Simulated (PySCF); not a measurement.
**CuNCl: structure of the doublet**

The task is one start of a wider search on CuNCl: the doublet, from a linear start. It is relaxed, tested by its Hessian and followed downhill if it is a saddle.

Method: PBE0, basis Cu def2-TZVP, N def2-TZVP, Cl def2-TZVP, no relativity, density fitting; program: PySCF 2.14.0.

### Step 1. Where the work starts

3 atoms, charge 0, spin multiplicity 2.

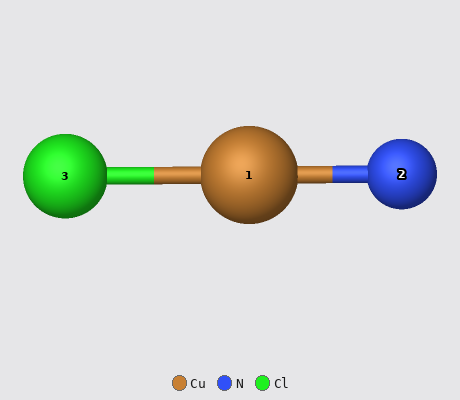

Start geometry, drawn with copper orange, nitrogen blue, chlorine green; atoms are numbered from 1 in the order of the file.

```xyz
3
charge 0 multiplicity 2
Cu    0.0000    0.0000    0.0000
N     0.0000    0.0000   -1.7500
Cl    0.0000    0.0000    2.1100
```

### Step 2. Finding the electronic state

One driver script runs all steps and calls PySCF; scf.py shows how it sets up the SCF of each step. The optimiser is the driver's own. After this first run the driver tries any further starts and a stability analysis.

The input, scf.py:

```python
from pyscf import gto, scf, dft
mol = gto.M(atom='''
Cu     0.000000     0.000000     0.000000
N      0.000000     0.000000    -1.750000
Cl     0.000000     0.000000     2.110000''',
    basis={'Cu': 'def2-TZVP', 'N': 'def2-TZVP', 'Cl': 'def2-TZVP'},
    charge=0, spin=1)
mf = dft.UKS(mol, xc='PBE0')
mf.grids.atom_grid = (50, 194)
aux = {'Cu': 'def2-universal-JKFIT', 'N': 'def2-universal-JKFIT', 'Cl': 'def2-universal-JKFIT'}
mf = mf.density_fit(auxbasis=aux)
mf.conv_tol = 1e-08
mf.diis_space = 10
mf.max_cycle = 60
mf.init_guess = 'minao'
mf.verbose = 4
mf.kernel()
```

Started as:

```bash
$ OMP_NUM_THREADS=4 python axn.py task.json out
```

Log:

```text
init E= -2154.52355177362
[... the frontier-level lines of each cycle are left out ...]
cycle= 1 E= -2149.94999046516  delta_E= 4.57  |g|= 4.65  |ddm|= 1.59
cycle= 2 E= -2134.52605516578  delta_E= 15.4  |g|= 8.65  |ddm|= 7.11
cycle= 3 E= -2153.80800644614  delta_E= -19.3  |g|= 2.47  |ddm|=  6.1
cycle= 4 E= -2153.81080623494  delta_E= -0.0028  |g|= 1.53  |ddm|= 1.51
cycle= 5 E= -2153.50204353758  delta_E= 0.309  |g|= 1.59  |ddm|= 1.95
cycle= 6 E= -2154.81294741209  delta_E= -1.31  |g|= 0.479  |ddm|= 1.11
cycle= 7 E= -2154.90228135409  delta_E= -0.0893  |g|= 0.206  |ddm|= 0.485
cycle= 8 E= -2154.92008238759  delta_E= -0.0178  |g|= 0.0544  |ddm|= 0.116
cycle= 9 E= -2154.92244822749  delta_E= -0.00237  |g|= 0.0295  |ddm|= 0.0533
cycle= 10 E= -2154.92370276567  delta_E= -0.00125  |g|= 0.0239  |ddm|= 0.0418
cycle= 11 E= -2154.92430671294  delta_E= -0.000604  |g|= 0.0258  |ddm|= 0.0216
cycle= 12 E= -2154.91931110306  delta_E= 0.005  |g|= 0.0474  |ddm|= 0.196
cycle= 13 E= -2154.9196057108  delta_E= -0.000295  |g|= 0.0279  |ddm|= 0.0273
cycle= 14 E= -2154.91748311782  delta_E= 0.00212  |g|= 0.0782  |ddm|= 0.131
cycle= 15 E= -2154.91738660519  delta_E= 9.65e-05  |g|= 0.0802  |ddm|= 0.00317
cycle= 16 E= -2154.91598545552  delta_E= 0.0014  |g|= 0.101  |ddm|= 0.0125
cycle= 17 E= -2154.91964985496  delta_E= -0.00366  |g|= 0.0164  |ddm|= 0.0576
cycle= 18 E= -2154.91971403702  delta_E= -6.42e-05  |g|= 0.00714  |ddm|= 0.0267
cycle= 19 E= -2154.91971707031  delta_E= -3.03e-06  |g|= 0.0063  |ddm|= 0.00327
cycle= 20 E= -2154.91972485425  delta_E= -7.78e-06  |g|= 0.00429  |ddm|= 0.00139
cycle= 21 E= -2154.91973194573  delta_E= -7.09e-06  |g|= 0.000446  |ddm|= 0.00298
cycle= 22 E= -2154.9197320062  delta_E= -6.05e-08  |g|= 9.7e-06  |ddm|= 0.000659
cycle= 23 E= -2154.91973200631  delta_E= -1.16e-10  |g|= 8.84e-06  |ddm|= 5.51e-05
Extra cycle  E= -2154.91973200574  delta_E= 5.75e-10  |g|= 4.77e-05  |ddm|= 2.8e-05
converged SCF energy = -2154.91973200574  <S^2> = 0.79005079  2S+1 = 2.0396576
```

This step, with its further starts and checks, took 19 s on 4 threads of Arm Neoverse V1, shared host.

Energies from each starting density:

```
                      start   energy (Eh)
    the minimal-basis guess  -2154.919732
a thermally smeared density  -2154.937265
      a smeared PBE density  -2154.931633
```

The first run landed in a state that is too high. Following the other starts and the instabilities gains 49.1 kJ/mol (-2154.93843 Eh), and the work goes on from there.

### Step 3. Linear start, doublet: relaxation

The program finds C∞v symmetry in the start, which this walk keeps. The walk stops when the largest gradient is under 0.0003 Eh/bohr and the energy has settled too.

scf.py: that of step 2 with these lines changed.

```diff
@@ -3,3 +3,3 @@
-Cu     0.000000     0.000000     0.000000
-N      0.000000     0.000000    -1.750000
-Cl     0.000000     0.000000     2.110000''',
+Cu     0.000000     0.000000    -0.440377
+N      0.000000     0.000000    -2.190377
+Cl     0.000000     0.000000     1.669623''',
@@ -15 +14,0 @@
-mf.init_guess = 'minao'
```

The optimiser's trace:

```
step   energy (Eh)  change (kJ/mol)  largest symmetric gradient (Eh/bohr)
   0  -2154.938427             0.00                               0.00955
   1  -2154.938567            -0.37                               0.00404
   2  -2154.938595            -0.44                               0.00026
   3  -2154.938595            -0.44                               0.00013
```

The walk took 6.9 s.

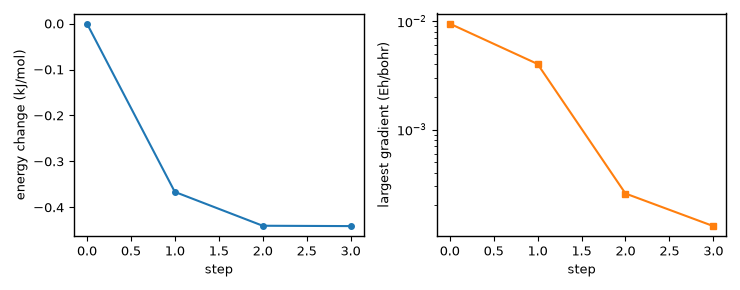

How energy and gradient fall.

End point (C∞v, 3 steps, 0.4 kJ/mol gained): Cu–Cl 2.088 Å, Cu–N 1.763 Å; Cl–Cu–N 180.0°. A gradient of 0.0048 Eh/bohr that breaks the symmetry is left: this electronic state wants a lower symmetry.

### Step 4. Releasing the symmetry

The geometry is nudged along the force that breaks the symmetry.

The program finds Cs symmetry in the start, which may break. The walk stops when the largest gradient is under 0.0003 Eh/bohr and the energy has settled too.

scf.py: that of step 3 with these lines changed.

```diff
@@ -3,3 +3,3 @@
-Cu     0.000000     0.000000    -0.440377
-N      0.000000     0.000000    -2.190377
-Cl     0.000000     0.000000     1.669623''',
+Cu    -0.012470    -0.007356    -0.431782
+N      0.017208     0.010149    -2.195006
+Cl     0.015551     0.009173     1.656008''',
```

The optimiser's trace:

```
step   energy (Eh)  change (kJ/mol)  largest gradient (Eh/bohr)
   0  -2154.938937             0.00                     0.00446
   1  -2154.939305            -0.97                     0.00405
   2  -2154.940555            -4.25                     0.00787
   3  -2154.940785            -4.85                     0.00308
   4  -2154.940914            -5.19                     0.00168
   5  -2154.940985            -5.38                     0.00087
   6  -2154.940988            -5.38                     0.00036
   7  -2154.940988            -5.39                     0.00009
```

The walk took 20 s.

Geometry (Å) and forces (eV/Å) at some steps:

```
step 0
Cu  -0.012  -0.007  -0.432  -0.229  -0.135   0.017
N    0.017   0.010  -2.195   0.124   0.073  -0.004
Cl   0.016   0.009   1.656   0.105   0.062  -0.013
step 1
Cu  -0.035  -0.021  -0.432  -0.208  -0.123   0.029
N    0.029   0.017  -2.194   0.113   0.067  -0.005
Cl   0.026   0.015   1.655   0.095   0.055  -0.024
step 4
Cu  -0.202  -0.119  -0.428  -0.024  -0.019  -0.059
N    0.120   0.071  -2.166   0.006   0.007   0.086
Cl   0.102   0.060   1.623   0.018   0.012  -0.027
step 7
Cu  -0.241  -0.142  -0.430   0.001  -0.002  -0.005
N    0.141   0.083  -2.147  -0.002   0.000   0.001
Cl   0.121   0.071   1.606   0.001   0.001   0.003
```

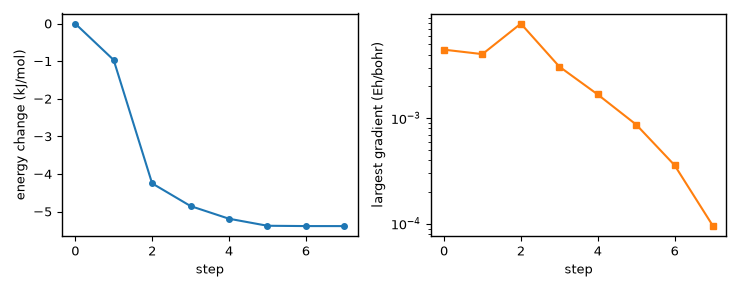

How energy and gradient fall.

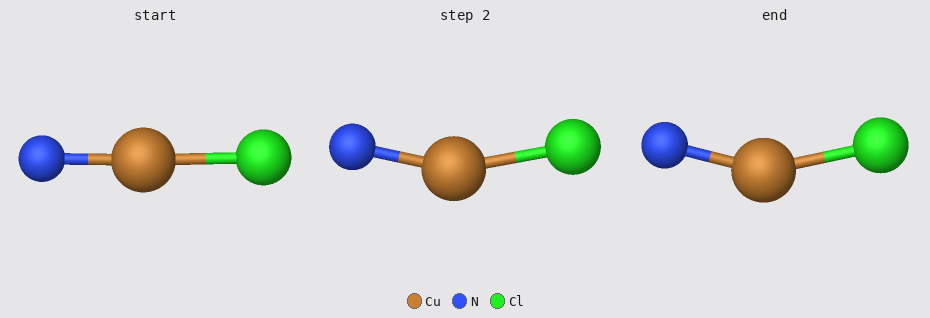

The geometry along the walk, at one scale.

End point (Cs, 7 steps, 5.4 kJ/mol gained): Cu–Cl 2.078 Å, Cu–N 1.774 Å; Cl–Cu–N 153.8°.

### Step 5. Frequencies

On the finer grid the gradient is checked again; gradients at displacements of ±0.02 bohr then give force constants and infrared intensities.

scf.py: that of step 4 with these lines changed.

```diff
@@ -3,3 +3,3 @@
-Cu    -0.012470    -0.007356    -0.431782
-N      0.017208     0.010149    -2.195006
-Cl     0.015551     0.009173     1.656008''',
+Cu    -0.165166    -0.097424    -0.421466
+N      0.223571     0.131873    -2.136750
+Cl     0.202963     0.119719     1.612843''',
@@ -9 +9 @@
-mf.grids.atom_grid = (50, 194)
+mf.grids.atom_grid = (75, 302)
@@ -12 +12 @@
-mf.conv_tol = 1e-08
+mf.conv_tol = 1e-10
```

This SCF starts from the last density.

Log of the central SCF (cycles and frontier levels):

```text
init E= -2154.94090647124
[... the frontier-level lines of each cycle are left out ...]
cycle= 1 E= -2154.94090647098  delta_E= 2.61e-10  |g|= 3.64e-05  |ddm|= 2.06e-05
cycle= 2 E= -2154.94090646678  delta_E= 4.2e-09  |g|= 0.000148  |ddm|= 6.43e-05
cycle= 3 E= -2154.94090647127  delta_E= -4.49e-09  |g|= 6.05e-06  |ddm|= 4.93e-05
cycle= 4 E= -2154.94090647129  delta_E= -1.91e-11  |g|= 2.6e-06  |ddm|= 6.14e-06
Extra cycle  E= -2154.94090647128  delta_E= 1.05e-11  |g|= 7.98e-06  |ddm|= 5.41e-06
converged SCF energy = -2154.94090647128  <S^2> = 1.6419883  2S+1 = 2.7509913
```

The whole step took 77 s.

Geometry: Cs; Cu–Cl 2.079 Å, Cu–N 1.774 Å; Cl–Cu–N 153.4°.

Harmonic modes (main isotopes):

```csv
symmetry,ω (cm⁻¹),IR (km/mol),μ (u),type
a',89,11.9,21.75,bend
a',394,22.0,31.77,stretch
a',604,30.6,17.57,stretch
```

Every mode is real; the point is a minimum.

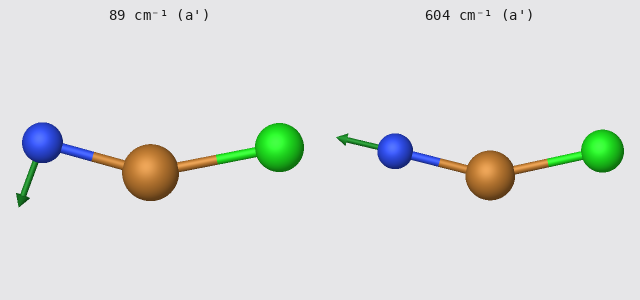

Displacements of 2 of the modes, as arrows (one member where a mode is degenerate).

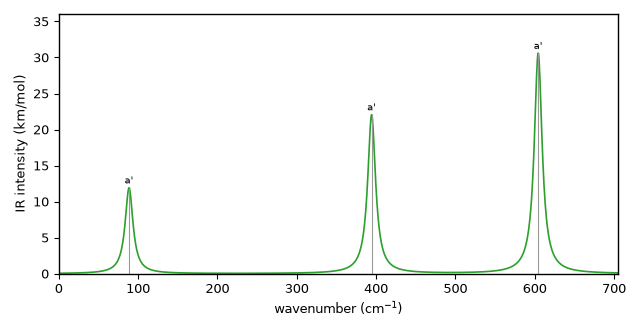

The harmonic infrared spectrum (widths in cm⁻¹). Lines are broadened to a width of 12 cm⁻¹ (Lorentzian).

Properties at this point:

```
Dipole moment                                                   : 1.99 D
Highest occupied level                                          : -8.53 eV
Lowest empty level                                              : -5.49 eV
Rotational constants                                            : 3.744, 0.1011, 0.09842 cm⁻¹
Zero-point energy                                               : 6.5 kJ/mol
Principal polarisabilities                                      : 26.5, 28.9, 101.9 bohr³
Atomisation energy without zero-point energy                    : 408 kJ/mol
Principal traceless quadrupole moments about the centre of mass : -7.18, 3.09, 4.09 D Å
Entropy at 298.15 K and 1 bar (electronic part: spin only)      : 292.3 J/(mol K)
Heat capacity Cp at 298.15 K                                    : 51.9 J/(mol K)
Enthalpy at 298.15 K above 0 K                                  : 13.14 kJ/mol
Rotational symmetry number                                      : 1
Spin squared ⟨S²⟩                                               : 1.642
```

Populations by atom (charges in e):

```tsv
atom	Mulliken	Löwdin	polar tensor	spin (Mulliken)	Mayer order to Cu1
Cu1	0.48	0.02	0.81	-0.34	–
N2	-0.15	-0.05	-0.28	1.48	1.16
Cl3	-0.33	0.03	-0.53	-0.14	1.03
```

Outer orbital energies (eV). α occupied: -11.16, -11.15, -10.85, -10.06, -9.84, -9.25, -8.68, -8.53; empty: -5.49, -0.77, 2.17, 2.25. β occupied: -12.32, -11.70, -11.39, -11.38, -9.66, -9.23, -8.76, -8.62; empty: -3.79, -3.54, -0.59, 2.45.

Mulliken populations on Cu1: s 6.65, p 12.34, d 9.54, f 0.00.

### Step 6. Outcome

| quantity | value |
| --- | --- |
| minimum | broken-symmetry (Ms = 1/2), Cs |
| geometry | Cu–Cl 2.079 Å, Cu–N 1.774 Å; Cl–Cu–N 153.4° |
| wavenumbers (cm⁻¹) | 89 (a'), 394 (a'), 604 (a') |
| dipole moment | 1.99 D |
| highest occupied, lowest empty level (either spin) | -8.53, -5.49 eV |
| polar-tensor charge of Cu1 | +0.81 e |
| zero-point energy | 6.5 kJ/mol |
| entropy at 298.15 K | 292.3 J/(mol K) |
| atomisation energy (no zero-point energy) | 408 kJ/mol |
| ⟨S²⟩ | 1.642 |

**Reading.** From C∞v at the start the molecule goes to a Cs minimum. The determinant is spin-contaminated (⟨S²⟩ = 1.64 against 0.75), so it is no pure spin state. In the infrared the band at 604 cm⁻¹ (a', stretch) leads. The first SCF alone would have been 49 kJ/mol too high. Only this shape and spin were tried, so other structures or states may lie lower. One determinant may miss the lowest occupation of an open d or f shell.

The search up to here took 2 min on 4 threads of Arm Neoverse V1, shared host.
